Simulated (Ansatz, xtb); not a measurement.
Loss of HCl: C2HClF2 → C2F2 + HCl

Species: C2HClF2 `F/C=C(\F)Cl`, singlet; C2F2 `FC#CF`, singlet; HCl (hydrogen chloride), singlet. This is a balance of energies; it says nothing on the path, which may need atoms to shift.

Shapes, held fixed at every level: PBE0-D4/def2-TZVP. Programs: Ansatz 0.2.0, xtb 6.7.1. The zero-point and thermal change to 298 K, harmonic and unscaled (PBE0-D4/def2-TZVP), is -12.9 kJ/mol.

```
                level                   kind  ΔH(298 K) (kJ/mol)  less CCSD(T)/CBS estimate
             GFN2-xTB         semi-empirical              +174.4                      -64.5
     SPW92/def2-TZVPP                    LDA              +277.7                      +38.8
    PBE-D4/def2-TZVPP                    GGA              +252.2                      +13.3
 r2SCAN-D4/def2-TZVPP               meta-GGA              +262.1                      +23.2
  B3LYP-D4/def2-TZVPP          global hybrid              +240.4                       +1.5
r2SCAN0-D4/def2-TZVPP          global hybrid              +261.1                      +22.2
         MP2/def2-SVP    perturbation theory              +220.8                      -18.1
 CCSD(T)/CBS estimate  coupled cluster or CI              +238.9                        0.0
```

The highest level, CCSD(T)/CBS estimate, gives ΔH(298 K) = +238.9 kJ/mol; the levels span +174.4 to +277.7. GFN2-xTB strays far from the other rows. The column of differences is taken from that level and isn't an error. No measured value is set beside it here. The CBS estimate extrapolates MP2 from def2-TZVPP and def2-QZVPP and adds CCSD(T) − MP2 in the triple-zeta set, cores frozen.

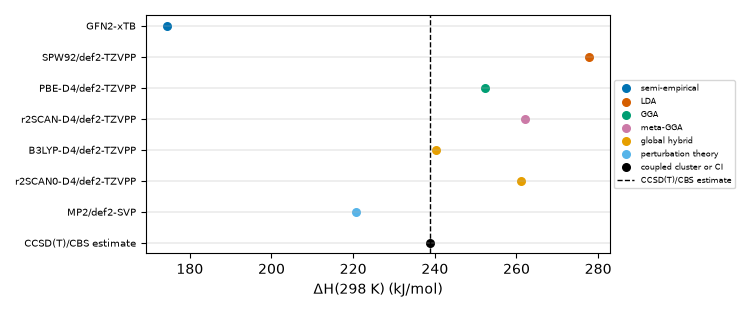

The values of the table, level by level.
